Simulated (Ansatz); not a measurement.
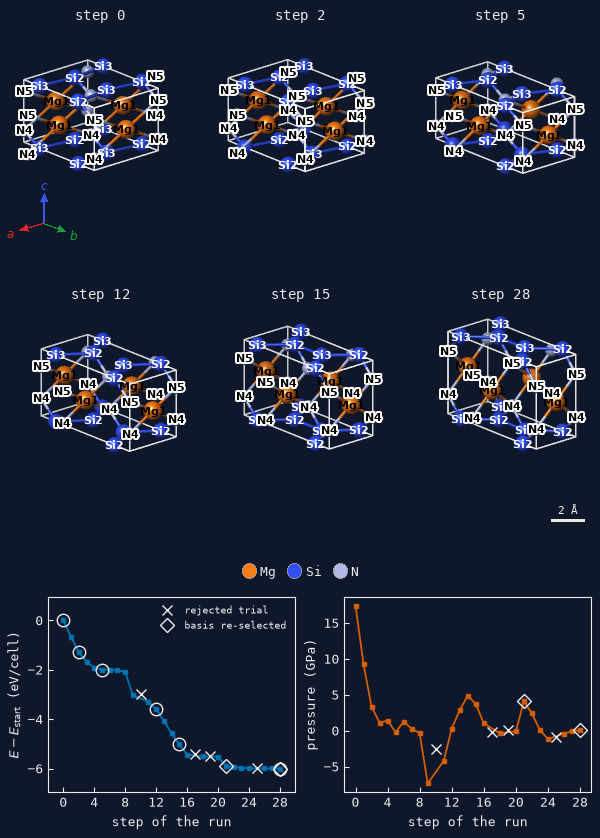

Frames of a relaxation of a crystal of MgSi2N2 (a generated structure, set up in Cmmm) (coarse preliminary run), marked on the history of the run. A ball-and-stick model of the conventional cell (2 times the calculation's cell), seen from a free direction. Lengths and directions refer to the drawn axes.

All numbers below come from Ansatz 0.2.0, DFT PBE, scalar-relativistic, plane waves, PAW. (plane-wave cutoff 420 eV; k-point mesh 4 × 4 × 4; occupations gaussian; smearing width 0.1 eV; no spin polarisation; cell and atoms relaxed; force threshold 0.04 eV/Å; at most 70 steps)

What happens along the run?

Answer. The largest moves relative to the cell, 0.63 Å, are those of Si2 and Si3. Si3 goes along −b. By element the largest moves are Si 0.63 Å, N 0.28 Å. Mg stays in place. The volume changes by +2.6 %, with a 5.250 → 3.266 Å (−37.8 %), b 6.602 → 8.265 Å (+25.2 %), c 4.126 → 5.435 Å (+31.7 %). Some distances before and after: N4–N5 1.548 → 2.591 Å, Mg1–N4 2.924 → 2.165 Å, Si2–Si3 2.961 → 2.438 Å, Si2–Si3 (another image) 2.647 → 2.353 Å. Bond angles that change, for instance: Si3–Si2–Si3 165.2° → 87.9°, Si2–N4–Si3 124.8° → 86.5°, N4–Si2–N5 55.2° → 93.5°. The space group stays Cmmm (No. 65). Over 22 accepted moves (28 points after the start) the energy falls by 6.004 eV per cell of the calculation. Largest force component: 4.1 eV/Å at the start, 0.002 eV/Å at the end. Pressure: 17.42 GPa at the start and 0.06 GPa at the end. The line search rejected the trial steps at points 10, 17, 19, 25 of the run. The SCF was repeated twice at an unchanged geometry on a basis and grid sized afresh for the cell, which shifted the energy by 0.380 eV per cell of the calculation at most. Cost: 110 s on 1 thread of AMD EPYC (Zen 3) (shared host), peak memory 0.38 GiB. From step 0 to 2: Si atoms move most (0.04 Å), volume +1.9 %, energy −1.286 eV per cell of the calculation. From step 2 to 5: Si atoms move most (0.18 Å), volume −4.5 %, energy −0.707 eV per cell of the calculation. From step 5 to 12: N atoms move most (0.23 Å), volume +0.8 %, energy −1.601 eV per cell of the calculation. From step 12 to 15: Si atoms move most (0.10 Å), volume +1.6 %, energy −1.430 eV per cell of the calculation. From step 15 to 28: Si atoms move most (0.09 Å), volume +3.0 %, energy −0.980 eV per cell of the calculation.

```csv
step,"E − E(0), meV/atom","largest force component, eV/Å","pressure, GPa","volume, Å³/atom",note
0,0.00,4.1274,17.42,14.299,
1,-135.47,2.8031,9.25,14.761,
2,-257.22,0.7436,3.33,14.568,
3,-333.40,0.2338,1.13,14.234,
4,-383.37,0.3062,1.41,13.980,
5,-398.57,0.3563,-0.23,13.911,
6,-400.47,0.1517,1.26,13.775,
7,-401.39,0.2338,0.30,13.907,
8,-418.33,2.2479,-0.35,14.060,
9,-605.65,1.2555,-7.34,14.649,
10,-597.55,3.4069,-2.54,14.003,rejected
11,-660.42,0.5028,-4.21,14.269,
12,-718.67,0.9618,0.30,14.016,
13,-814.23,1.3778,2.88,13.975,
14,-915.38,1.0320,4.89,13.928,
15,-1004.76,1.4876,3.71,14.241,
16,-1086.59,0.6604,1.03,14.316,
17,-1082.18,1.2596,-0.18,14.388,rejected
18,-1102.07,0.4231,-0.36,14.271,
19,-1101.73,0.4708,0.11,14.313,rejected
20,-1103.28,0.0109,-0.08,14.273,
21,-1179.26,0.2179,4.10,14.273,"same geometry, new basis"
22,-1187.85,0.1846,2.40,14.462,
23,-1193.58,0.2251,0.07,14.740,
24,-1197.93,0.1803,-1.15,14.846,
25,-1197.03,0.1809,-0.87,14.770,rejected
26,-1199.36,0.0136,-0.40,14.722,
27,-1199.52,0.0042,-0.06,14.674,
28,-1200.71,0.0020,0.06,14.674,"same geometry, new basis"
```

Limits of the set-up: the k-point mesh is coarse for a cell with partly filled bands.
